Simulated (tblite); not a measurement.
**C2H5N2PSi: geometry relaxation (part 2 of 2)**

C2H5N2PSi, SMILES [SiH3]n1cpcn1; GFN2-xTB geometry optimisation, gas phase (tblite 0.8.0). It belongs to a series of runs on one base structure; here: H replaced by SiH3.

Geometry of the input (Å):
```
Si -1.8025  0.0776  0.0219
N  -0.0382  0.0518  -0.0278
C  0.7050  -1.0545  0.3633
P  2.5135  -0.8275  0.2187
C  1.9919  0.8197  -0.3527
N  0.6842  1.1275  -0.4356
H  -2.3288  -1.2257  0.5115
H  -2.3714  0.3065  -1.3333
H  -2.3046  1.1321  0.9509
H  0.2404  -1.9718  0.7126
H  2.7158  1.5671  -0.6555
```

Trajectory as extended XYZ, continued:
```
11
Properties=species:S:1:pos:R:3:forces:R:3 step=16 energy=-460.50694
Si   -1.8142    0.0953    0.0176    0.1070   0.0190  -0.0090
N    -0.0544   -0.0282    0.0079    0.0800  -0.0100   0.0150
C     0.7138   -1.0783    0.3689   -0.0280  -0.0650   0.0220
P     2.3934   -0.7878    0.2129    0.0430   0.1520  -0.0470
C     1.9124    0.8199   -0.3558   -0.0180  -0.0250  -0.0180
N     0.6301    1.0375   -0.3993    0.0120   0.0090  -0.0030
H    -2.2183   -1.2205    0.5049   -0.0800  -0.0140   0.0080
H    -2.2170    0.3516   -1.3571   -0.0260   0.0110  -0.0520
H    -2.1490    1.1786    0.9303   -0.0210   0.0360   0.0310
H     0.2263   -1.9722    0.7105   -0.0030  -0.0370   0.0090
H     2.5824    1.6066   -0.6668   -0.0670  -0.0770   0.0420
11
Properties=species:S:1:pos:R:3:forces:R:3 step=17 energy=-460.50894
Si   -1.8138    0.0926    0.0187    0.1100   0.0350  -0.0160
N    -0.0546   -0.0355    0.0101    0.0580  -0.0430   0.0300
C     0.7180   -1.0830    0.3692   -0.0300  -0.0600   0.0310
P     2.3959   -0.7841    0.2116    0.0570   0.1430  -0.0460
C     1.9066    0.8208   -0.3551   -0.0120  -0.0160  -0.0270
N     0.6240    1.0339   -0.3974   -0.0070  -0.0310   0.0090
H    -2.2376   -1.2175    0.5044   -0.0590  -0.0080   0.0060
H    -2.2048    0.3610   -1.3561   -0.0410  -0.0020  -0.0740
H    -2.1376    1.1851    0.9229   -0.0330   0.0400   0.0580
H     0.2396   -1.9811    0.7141   -0.0210  -0.0120  -0.0040
H     2.5697    1.6104   -0.6684   -0.0210  -0.0460   0.0330
11
Properties=species:S:1:pos:R:3:forces:R:3 step=18 energy=-460.51049
Si   -1.8117    0.0909    0.0193    0.0640   0.0430  -0.0200
N    -0.0537   -0.0422    0.0124    0.0210  -0.0680   0.0390
C     0.7220   -1.0875    0.3697    0.0050  -0.0390   0.0320
P     2.3991   -0.7788    0.2099    0.0570   0.0790  -0.0270
C     1.9019    0.8213   -0.3551   -0.0130   0.0030  -0.0320
N     0.6190    1.0306   -0.3958   -0.0330  -0.0580   0.0170
H    -2.2557   -1.2148    0.5040   -0.0280   0.0220  -0.0060
H    -2.1963    0.3686   -1.3562   -0.0400  -0.0160  -0.0670
H    -2.1295    1.1908    0.9177   -0.0310   0.0260   0.0630
H     0.2507   -1.9888    0.7171   -0.0310   0.0060  -0.0140
H     2.5595    1.6127   -0.6690    0.0280   0.0030   0.0150
11
Properties=species:S:1:pos:R:3:forces:R:3 step=19 energy=-460.51150
Si   -1.8092    0.0908    0.0193    0.0050   0.0420  -0.0190
N    -0.0523   -0.0469    0.0144   -0.0070  -0.0700   0.0380
C     0.7250   -1.0907    0.3705    0.0460  -0.0190   0.0270
P     2.4019   -0.7742    0.2085    0.0440   0.0090  -0.0050
C     1.8992    0.8216   -0.3559   -0.0150   0.0210  -0.0300
N     0.6159    1.0279   -0.3946   -0.0430  -0.0580   0.0160
H    -2.2670   -1.2125    0.5035   -0.0020   0.0510  -0.0170
H    -2.1929    0.3722   -1.3572   -0.0270  -0.0260  -0.0440
H    -2.1263    1.1940    0.9159   -0.0200   0.0050   0.0510
H     0.2563   -1.9931    0.7185   -0.0300   0.0070  -0.0140
H     2.5547    1.6135   -0.6689    0.0490   0.0380  -0.0010
11
Properties=species:S:1:pos:R:3:forces:R:3 step=20 energy=-460.51241
Si   -1.8069    0.0918    0.0188   -0.0490   0.0380  -0.0160
N    -0.0511   -0.0516    0.0166   -0.0230  -0.0540   0.0270
C     0.7282   -1.0936    0.3718    0.0730  -0.0030   0.0210
P     2.4049   -0.7702    0.2071    0.0240  -0.0450   0.0110
C     1.8970    0.8222   -0.3572   -0.0140   0.0290  -0.0210
N     0.6130    1.0250   -0.3936   -0.0360  -0.0420   0.0090
H    -2.2750   -1.2097    0.5028    0.0160   0.0720  -0.0260
H    -2.1915    0.3740   -1.3589   -0.0100  -0.0310  -0.0150
H    -2.1248    1.1963    0.9160   -0.0060  -0.0160   0.0320
H     0.2594   -1.9959    0.7191   -0.0180  -0.0020  -0.0090
H     2.5523    1.6144   -0.6685    0.0440   0.0550  -0.0120
11
Properties=species:S:1:pos:R:3:forces:R:3 step=21 energy=-460.51329
Si   -1.8054    0.0937    0.0179   -0.0750   0.0310  -0.0110
N    -0.0503   -0.0575    0.0195   -0.0240  -0.0240   0.0100
C     0.7323   -1.0969    0.3736    0.0680   0.0060   0.0140
P     2.4083   -0.7668    0.2060    0.0010  -0.0670   0.0160
C     1.8942    0.8233   -0.3590   -0.0050   0.0230  -0.0050
N     0.6092    1.0211   -0.3923   -0.0150  -0.0170  -0.0010
H    -2.2819   -1.2055    0.5016    0.0220   0.0770  -0.0280
H    -2.1900    0.3752   -1.3613    0.0040  -0.0320   0.0090
H    -2.1230    1.1984    0.9169    0.0060  -0.0310   0.0130
H     0.2617   -1.9987    0.7195    0.0010  -0.0150  -0.0010
H     2.5503    1.6164   -0.6683    0.0150   0.0490  -0.0150
11
Properties=species:S:1:pos:R:3:forces:R:3 step=22 energy=-460.51391
Si   -1.8055    0.0957    0.0171   -0.0560   0.0230  -0.0080
N    -0.0503   -0.0633    0.0222   -0.0130   0.0060  -0.0060
C     0.7363   -1.0999    0.3754    0.0310   0.0080   0.0090
P     2.4110   -0.7649    0.2052   -0.0120  -0.0480   0.0090
C     1.8914    0.8245   -0.3604    0.0070   0.0050   0.0100
N     0.6053    1.0172   -0.3911    0.0100   0.0020  -0.0070
H    -2.2873   -1.2009    0.5001    0.0160   0.0600  -0.0220
H    -2.1873    0.3763   -1.3632    0.0080  -0.0280   0.0140
H    -2.1201    1.2002    0.9175    0.0080  -0.0300   0.0070
H     0.2643   -2.0015    0.7199    0.0200  -0.0250   0.0050
H     2.5476    1.6192   -0.6686   -0.0190   0.0270  -0.0120
11
Properties=species:S:1:pos:R:3:forces:R:3 step=23 energy=-460.51422
Si   -1.8064    0.0970    0.0166   -0.0160   0.0180  -0.0060
N    -0.0507   -0.0670    0.0237   -0.0010   0.0180  -0.0110
C     0.7388   -1.1018    0.3766   -0.0080   0.0050   0.0060
P     2.4124   -0.7644    0.2048   -0.0120  -0.0180   0.0000
C     1.8894    0.8252   -0.3609    0.0140  -0.0090   0.0160
N     0.6028    1.0147   -0.3904    0.0220   0.0070  -0.0070
H    -2.2909   -1.1972    0.4989    0.0050   0.0350  -0.0130
H    -2.1845    0.3771   -1.3639    0.0030  -0.0220   0.0020
H    -2.1172    1.2012    0.9174    0.0030  -0.0180   0.0130
H     0.2671   -2.0040    0.7204    0.0270  -0.0250   0.0070
H     2.5446    1.6217   -0.6692   -0.0370   0.0090  -0.0060
11
Properties=species:S:1:pos:R:3:forces:R:3 step=24 energy=-460.51440
Si   -1.8071    0.0979    0.0162    0.0170   0.0150  -0.0050
N    -0.0511   -0.0689    0.0244    0.0050   0.0170  -0.0110
C     0.7400   -1.1028    0.3773   -0.0300   0.0020   0.0040
P     2.4130   -0.7645    0.2046   -0.0090   0.0020  -0.0050
C     1.8884    0.8255   -0.3607    0.0140  -0.0150   0.0150
N     0.6016    1.0133   -0.3900    0.0210   0.0050  -0.0040
H    -2.2934   -1.1945    0.4980   -0.0030   0.0150  -0.0060
H    -2.1823    0.3776   -1.3642   -0.0030  -0.0170  -0.0120
H    -2.1150    1.2017    0.9172   -0.0020  -0.0050   0.0210
H     0.2697   -2.0061    0.7210    0.0270  -0.0170   0.0060
H     2.5418    1.6234   -0.6698   -0.0370  -0.0010  -0.0020
11
Properties=species:S:1:pos:R:3:forces:R:3 step=25 energy=-460.51458
Si   -1.8075    0.0990    0.0158    0.0380   0.0120  -0.0050
N    -0.0514   -0.0703    0.0248    0.0070   0.0110  -0.0070
C     0.7407   -1.1037    0.3780   -0.0370   0.0000   0.0010
P     2.4133   -0.7647    0.2044   -0.0060   0.0110  -0.0050
C     1.8878    0.8254   -0.3603    0.0100  -0.0150   0.0100
N     0.6009    1.0121   -0.3898    0.0140   0.0010   0.0000
H    -2.2961   -1.1917    0.4971   -0.0090  -0.0020   0.0010
H    -2.1804    0.3777   -1.3647   -0.0080  -0.0120  -0.0230
H    -2.1131    1.2021    0.9174   -0.0060   0.0060   0.0260
H     0.2727   -2.0084    0.7217    0.0220  -0.0060   0.0030
H     2.5386    1.6250   -0.6703   -0.0260  -0.0050   0.0000
11
Properties=species:S:1:pos:R:3:forces:R:3 step=26 energy=-460.51474
Si   -1.8073    0.1004    0.0153    0.0400   0.0070  -0.0030
N    -0.0514   -0.0713    0.0250    0.0050   0.0020  -0.0010
C     0.7410   -1.1044    0.3788   -0.0270  -0.0020  -0.0050
P     2.4136   -0.7648    0.2041   -0.0040   0.0090   0.0000
C     1.8876    0.8251   -0.3598    0.0030  -0.0090   0.0020
N     0.6007    1.0112   -0.3896    0.0020  -0.0010   0.0040
H    -2.2987   -1.1888    0.4961   -0.0100  -0.0120   0.0040
H    -2.1793    0.3772   -1.3657   -0.0080  -0.0060  -0.0250
H    -2.1119    1.2023    0.9184   -0.0060   0.0120   0.0230
H     0.2758   -2.0108    0.7223    0.0140   0.0050   0.0000
H     2.5353    1.6264   -0.6708   -0.0090  -0.0040   0.0000
11
Properties=species:S:1:pos:R:3:forces:R:3 step=27 energy=-460.51483
Si   -1.8065    0.1017    0.0148    0.0200   0.0030  -0.0010
N    -0.0512   -0.0715    0.0250    0.0010  -0.0020   0.0010
C     0.7408   -1.1046    0.3791   -0.0080  -0.0010  -0.0080
P     2.4136   -0.7648    0.2039   -0.0030   0.0010   0.0050
C     1.8878    0.8248   -0.3595   -0.0030  -0.0010  -0.0030
N     0.6010    1.0108   -0.3895   -0.0050   0.0000   0.0050
H    -2.2999   -1.1872    0.4956   -0.0060  -0.0100   0.0030
H    -2.1795    0.3762   -1.3668   -0.0030  -0.0030  -0.0160
H    -2.1120    1.2022    0.9199   -0.0020   0.0080   0.0140
H     0.2775   -2.0119    0.7226    0.0060   0.0080  -0.0010
H     2.5338    1.6270   -0.6710    0.0030  -0.0020  -0.0010
11
Properties=species:S:1:pos:R:3:forces:R:3 step=28 energy=-460.51486
Si   -1.8059    0.1021    0.0146    0.0020   0.0010   0.0000
N    -0.0510   -0.0713    0.0249   -0.0010  -0.0010   0.0010
C     0.7406   -1.1045    0.3790    0.0020   0.0000  -0.0080
P     2.4135   -0.7649    0.2040   -0.0020  -0.0030   0.0060
C     1.8881    0.8247   -0.3595   -0.0040   0.0010  -0.0030
N     0.6013    1.0109   -0.3895   -0.0040   0.0020   0.0040
H    -2.2998   -1.1870    0.4955   -0.0030  -0.0030   0.0010
H    -2.1802    0.3756   -1.3674    0.0010  -0.0030  -0.0060
H    -2.1126    1.2021    0.9208    0.0010   0.0020   0.0060
H     0.2775   -2.0118    0.7225    0.0020   0.0060   0.0010
H     2.5340    1.6269   -0.6710    0.0050  -0.0010  -0.0010
```

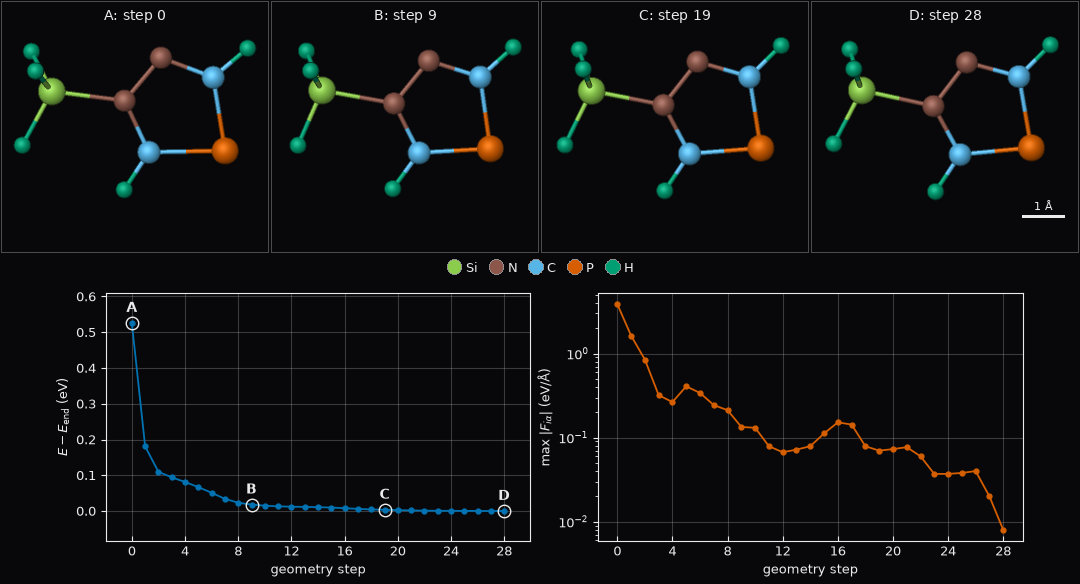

Figure 1. Frames of the relaxation (ball-and-stick view, seen at a tilt) above the curves, on which the letters mark them (steps are counted from 0).

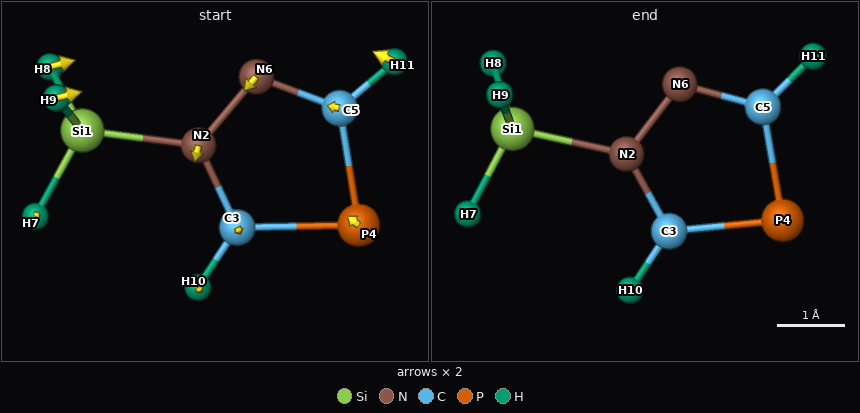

Figure 2. Before (left) and after (right) the relaxation, at one scale (ball-and-stick view, seen at a tilt). The yellow arrows give the displacements, magnified 2 times. The energy falls by 0.526 eV in 28 geometry steps. Largest force component: 3.9 eV/Å at the start, 0.008 eV/Å at the end. The largest moves after the best rigid fit, 0.21 Å, are those of H8 and H9. Largest moves by element: H 0.21 Å, N 0.15 Å, P 0.12 Å, C 0.10 Å, Si 0.03 Å. Among the contacts that change: C3–P4 1.828 → 1.716 Å, P4–C5 1.820 → 1.766 Å, C5–N6 1.346 → 1.301 Å, N2–C3 1.389 → 1.349 Å. Among the angles that change: Si1–N2–C3 122.6° → 131.4°, Si1–N2–N6 121.9° → 114.0°, N2–Si1–H7 110.5° → 104.3°. (Atoms are counted from 1 in the order of the input.)
